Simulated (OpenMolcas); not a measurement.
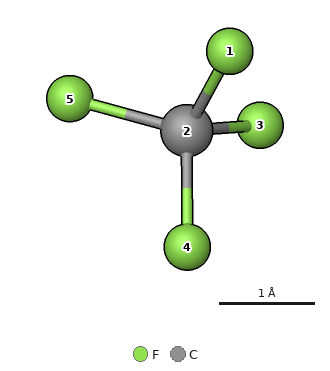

Fig. 1: The structure (ball-and-stick view, seen at a tilt; atoms are numbered from 1 in the order of the input). Bond lengths as drawn: C–F 1.32 Å.

Single-point calculation, with input and output: CF$_{4}$

System: CF$_{4}$, SMILES FC(F)(F)F.
Method: revPBE/cc-pVDZ, RKS (OpenMolcas 26.06).

The geometry comes from this level: PBE0-D4/def2-TZVP.

What the program printed:
```
--- Start Module: gateway ---

                                              &GATEWAY

                       available to each process: 1.9 GB of memory, 1 thread

 Basis Set     1 Label: F.CC-PVDZ
 Basis set is read from library:.
 basistype.tbl is not found

 Basis Set     2 Label: C.CC-PVDZ
 Basis set is read from library:.
 basistype.tbl is not found

 Basis Set     3 Label: F.CC-PVDZ
 Basis set is read from library:.
 basistype.tbl is not found

++    Symmetry information:
      ---------------------

                    Character Table for C1

                             E
                    a        1  x, y, xy, Rz, z, xz, Ry, yz, Rx, I
--

++    Basis set information:
      ----------------------

      Basis set label: F.CC-PVDZ.........

      Electronic valence basis set:
      ------------------
      Associated Effective Charge   9.000000 au
      Associated Actual Charge      9.000000 au
      Nuclear Model: Point charge

      Shell  nPrim  nBasis  Cartesian Spherical Contaminant
         s       9       3        X
         p       4       2        X
         d       1       1                 X

      Basis set label: C.CC-PVDZ.........

      Electronic valence basis set:
      ------------------
      Associated Effective Charge   6.000000 au
      Associated Actual Charge      6.000000 au
      Nuclear Model: Point charge

      Shell  nPrim  nBasis  Cartesian Spherical Contaminant
         s       9       3        X
         p       4       2        X
         d       1       1                 X

      Basis set label: F.CC-PVDZ.........

      Electronic valence basis set:
      ------------------
      Associated Effective Charge   9.000000 au
      Associated Actual Charge      9.000000 au
      Nuclear Model: Point charge

      Shell  nPrim  nBasis  Cartesian Spherical Contaminant
         s       9       3        X
         p       4       2        X
         d       1       1                 X
--

++    Molecular structure info:
      -------------------------

                    ************************************************
                    **** Cartesian Coordinates / bohr, angstrom ****
                    ************************************************

     Center  Label                x              y              z                     x              y              z
        1      F1              -1.606456       0.047810       1.869884             -0.850100       0.025300       0.989500
        2      C2               0.018897      -0.027779      -0.015685              0.010000      -0.014700      -0.008300
        3      F3               2.187358      -0.947320       0.793874              1.157500      -0.501300       0.420100
        4      F4              -0.876833      -1.485325      -1.825853             -0.464000      -0.786000      -0.966200
        5      F5               0.371520       2.273341      -0.900832              0.196600       1.203000      -0.476700

                    ***************************************
                    *    InterNuclear Distances / bohr    *
                    ***************************************

               1 F1            2 C2            3 F3            4 F4            5 F5
    1 F1       0.000000
    2 C2       2.490554        0.000000
    3 F3       4.067076        2.490615        0.000000
    4 F4       4.067103        2.490679        4.067147        0.000000
    5 F5       4.067216        2.490578        4.067180        4.067138        0.000000

                    *******************************************
                    *    InterNuclear Distances / angstrom    *
                    *******************************************

               1 F1            2 C2            3 F3            4 F4            5 F5
    1 F1       0.000000
    2 C2       1.317944        0.000000
    3 F3       2.152204        1.317977        0.000000
    4 F4       2.152218        1.318011        2.152242        0.000000
    5 F5       2.152278        1.317957        2.152259        2.152237        0.000000

                    **************************************
                    *    Valence Bond Angles / degree    *
                    **************************************
                          Atom centers                 Phi
                      1 F1       2 C2       3 F3       109.47
                      1 F1       2 C2       4 F4       109.47
                      1 F1       2 C2       5 F5       109.48
                      3 F3       2 C2       4 F4       109.47
                      3 F3       2 C2       5 F5       109.47
                      4 F4       2 C2       5 F5       109.47
--

            Nuclear Potential Energy            206.22005534 au

--- Stop Module: gateway /rc=_RC_ALL_IS_WELL_ ---

--- Start Module: seward ---

                                              &SEWARD

                       available to each process: 1.9 GB of memory, 1 thread

               SEWARD will generate:
                  Multipole Moment integrals up to order  2
                  Kinetic Energy integrals
                  Nuclear Attraction integrals (point charge)
                  One-Electron Hamiltonian integrals
                  Velocity integrals
                  Orbital angular momentum around (  0.0189  -0.0279  -0.0157 )
                  Velocity quadrupole around (  0.0189  -0.0279  -0.0157 )
                  Two-Electron Repulsion integrals

                   Integrals are discarded if absolute value <: 1.00E-14
                   Integral cutoff threshold is set to       <: 1.00E-16

            Nuclear Potential Energy            206.22005534 au

      Basis set specifications :
      Symmetry species         a
      Basis functions           70

--- Stop Module: seward /rc=_RC_ALL_IS_WELL_ ---
--- Module seward spent 1 second ---

--- Start Module: scf ---

                                                &SCF

                       available to each process: 1.9 GB of memory, 1 thread

 ###############################################################################
 ###     Minimized-density-differences option turned off!                    ###
 ###############################################################################
++    Input section:
      --------------

      Header of the integral files:

      Cartesian coordinates in angstrom:
      -----------------------------------------------------
      No.  Label        X            Y            Z
      -----------------------------------------------------
       1   F1        -0.85010000   0.02530000   0.98950000
       2   C2         0.01000000  -0.01470000  -0.00830000
       3   F3         1.15750000  -0.50130000   0.42010000
       4   F4        -0.46400000  -0.78600000  -0.96620000
       5   F5         0.19660000   1.20300000  -0.47670000
      -----------------------------------------------------
      Nuclear repulsion energy =  206.22005534
--

++    Orbital specifications:
      -----------------------

      Symmetry species               1
                                     a
      Frozen orbitals                0
      Occupied orbitals             21
      Secondary orbitals            49
      Deleted orbitals               0
      Total number of orbitals      70
      Number of basis functions     70
--

      Molecular charge                           0.000

      Numerical integration parameters
      --------------------------------
      Radial quadrature type:                         MHL
      Size of radial grid:                            75
      Lebedev angular grid:                           29
      Angular grid pruned with the crowding factor:  3.00E+00
                                 and fading factor:  6.00E+00
      Screening threshold for integral computation:   1.00E-11
      Radial quadrature accuracy:                     1.00E-25
      Maximum batch size:                             128
      AO values are stored on disk
      The same grid will be used for all iterations.

      DFT functional specifications
      -----------------------------
      Using Libxc version: 6.2.2
      Please cite the following reference:
      S. Lehtola, C. Steigemann, M. J.T. Oliveira, and M. A.L. Marques.,  SoftwareX 7, 1–5 (2018) doi:10.1016/j.softx.2017.11.002

      * Revised PBE from Zhang & Yang
        - Y. Zhang and W. Yang.,  Phys. Rev. Lett. 80, 890 (1998) doi:10.1103/PhysRevLett.80.890
      * Perdew, Burke & Ernzerhof
        - J. P. Perdew, K. Burke, and M. Ernzerhof.,  Phys. Rev. Lett. 77, 3865 (1996) doi:10.1103/PhysRevLett.77.3865
        - J. P. Perdew, K. Burke, and M. Ernzerhof.,  Phys. Rev. Lett. 78, 1396 (1997) doi:10.1103/PhysRevLett.78.1396

++    Optimization specifications:
      ----------------------------

      SCF Algorithm: Conventional
      D(i)-D(i-1) density differences are used
      Number of density matrices in core                 5
      Maximum number of NDDO SCF iterations            400
      Maximum number of HF SCF iterations              400
      Threshold for SCF energy change             1.00E-09
      Threshold for density matrix                1.00E-04
      Threshold for Fock matrix                   1.50E-04
      Threshold for linear dependence             1.00E-09
      Threshold at which DIIS is turned on        1.50E-01
      Maximum depth in the DIIS procedure                5
      Maximum depth in the BFGS Hessian update          30
      Threshold at which QNR/C2DIIS is turned on  7.50E-02
      Threshold for Norm(delta) (QNR/C2DIIS)      1.00E-03
      All orbitals punched on: SCFORB
--

      Input vectors read from INPORB
      Orbital file label: *Guess orbitals

++ Convergence information
                                   REVPBE     iterations: Energy and convergence statistics

Iter     Tot. REVPBE     One-elec.       Two-elec.     Energy      Max Dij or  Max Fij      DNorm      TNorm      AccCon     Time
         Energy          Energy          Energy        Change      Delta Norm                                                in Sec.
   1  -436.679080844 -1060.912018810   418.012882625   0.00E+00    6.81E-01*   2.00E-01*    9.09E+00   1.73E+02   None         0.
   2  -435.677365948 -1066.576322570   424.678901280   1.00E+00*   1.03E-01*   1.65E-01*    1.01E+01   1.76E+02   EDIIS        0.
   3  -437.349071318 -1066.509776639   422.940649978  -1.67E+00*   3.45E-02*   2.54E-02*    2.59E+00   1.75E+02   c2DIIS       0.
   4  -437.356657694 -1063.448766981   419.872053945  -7.59E-03*   7.40E-02*   2.80E-02*    6.88E-01   1.74E+02   QNRc2DIIS    0.
   5  -437.353553118 -1066.446602593   422.872994133   3.10E-03*   4.39E-02*   3.20E-02*    6.52E-01   1.75E+02   QNRc2DIIS    0.
   6  -437.363482128 -1065.122818186   421.539280716  -9.93E-03*   9.66E-03*   6.83E-03*    3.62E-01   1.75E+02   QNRc2DIIS    0.
   7  -437.363898774 -1064.943776075   421.359821958  -4.17E-04*   2.63E-04    1.89E-04*    9.94E-02   1.75E+02   QNRc2DIIS    0.
   8  -437.363899131 -1064.942224183   421.358269710  -3.56E-07*   7.78E-05    1.89E-05     2.47E-03   1.75E+02   QNRc2DIIS    0.
   9  -437.363899134 -1064.941110284   421.357155808  -2.91E-09*   3.18E-05    1.15E-05     9.94E-04   1.75E+02   QNRc2DIIS    0.
  10  -437.363899136 -1064.941469630   421.357515152  -2.18E-09*   7.88E-06    5.11E-06     3.65E-04   1.75E+02   QNRc2DIIS    0.
  11  -437.363899136 -1064.941499424   421.357544946  -2.79E-10    7.66E-08    6.10E-08     6.36E-05   1.75E+02   QNRc2DIIS    0.

       Convergence after  11 Iterations
--

 *****************************************************************************************************************************
 *                                             SCF/KS-DFT Program, Final results                                             *
 *                                                       Final Results                                                       *
 *****************************************************************************************************************************

::    Total KS-DFT energy                            -437.3638991360
      One-electron energy                           -1064.9414994240
      Two-electron energy                             421.3575449459
      Nuclear repulsion energy                        206.2200553421
      Kinetic energy (interpolated)                   435.4278490943
      Virial theorem                                    1.0044463165
      Total spin, S(S+1)                                0.0000000000
      Total spin, S                                     0.0000000000
      Max non-diagonal density matrix element           0.0000000419
      Max non-diagonal Fock matrix element              0.0000000319

      No orbitals printed

++    Molecular charges:
      ------------------

      Mulliken charges per centre
      ---------------------------

                F1      C2      F3      F4      F5
      Total    9.1106  5.5575  9.1106  9.1107  9.1106

      N-E     -0.1106  0.4425 -0.1106 -0.1107 -0.1106

      Total electronic charge=   42.000000

      Total            charge=   -0.000000
--

++    Molecular properties:
      ---------------------

      Charge (e):
                      =   -0.0000
      Dipole Moment (debye):
      Origin of the operator (angstrom)=    0.0100   -0.0147   -0.0083
                   X= -2.2855E-05               Y=  4.1127E-04               Z=  2.7952E-04           Total=  4.9779E-04
      Quadrupole Moment (debye*angstrom):
      Origin of the operator (angstrom)=    0.0100   -0.0147   -0.0083
                  XX= -2.4726E+01              XY= -4.2094E-05              XZ= -2.0219E-04              YY= -2.4726E+01
                  YZ= -1.2785E-04              ZZ= -2.4727E+01
      In traceless form (debye*angstrom)
                  XX=  5.7906E-05              XY= -6.3141E-05              XZ= -3.0329E-04              YY=  5.8804E-05
                  YZ= -1.9178E-04              ZZ= -1.1671E-04
--

--- Stop Module: scf /rc=_RC_ALL_IS_WELL_ ---
--- Module scf spent 3 seconds ---

.##################.
.# Happy landing! #.
.##################.

    Timing: Wall=5.51 User=4.36 System=1.10
```

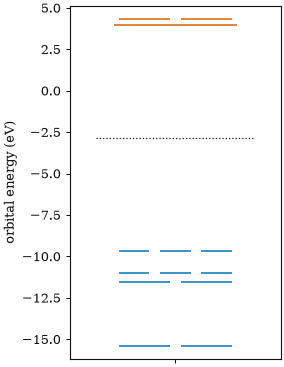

Fig. 2: Orbital energies near the frontier; the dotted line parts filled from empty levels, and levels within 0.02 eV of each other stand side by side. Highest filled −9.69 eV, lowest empty 3.99 eV, 13.68 eV apart.

The run was set up as follows.

Input file:
```
&GATEWAY
  BasLib=$CurrDir
  Coord
  5
  bohr
  F     -1.60645618     0.04781007     1.86988400
  C      0.01889726    -0.02777897    -0.01568473
  F      2.18735799    -0.94731971     0.79387394
  F     -0.87683292    -1.48532473    -1.82585338
  F      0.37152016     2.27334053    -0.90083244
  Basis=cc-pVDZ
  Group=NoSym

&SEWARD

&SCF
  KSDFT=revPBE
  PrOrbitals=0
```

Launched with:
```bash
export MOLCAS_MEM=1860
pymolcas job.inp > job.log
```

Key numbers:

```json
{"quantity": "outcome", "value": "converged"}
{"quantity": "total energy", "value": "−437.363899 hartree"}
{"quantity": "basis functions", "value": "70"}
{"quantity": "HOMO", "value": "−9.69 eV"}
{"quantity": "LUMO", "value": "3.99 eV"}
{"quantity": "dipole moment", "value": "0.00 debye"}
{"quantity": "hardware", "value": "1 thread of Intel Xeon (Sapphire Rapids), 16 GiB of memory available, shared host"}
{"quantity": "wall time", "value": "5.7 s"}
{"quantity": "peak memory", "value": "0.41 GiB"}
```
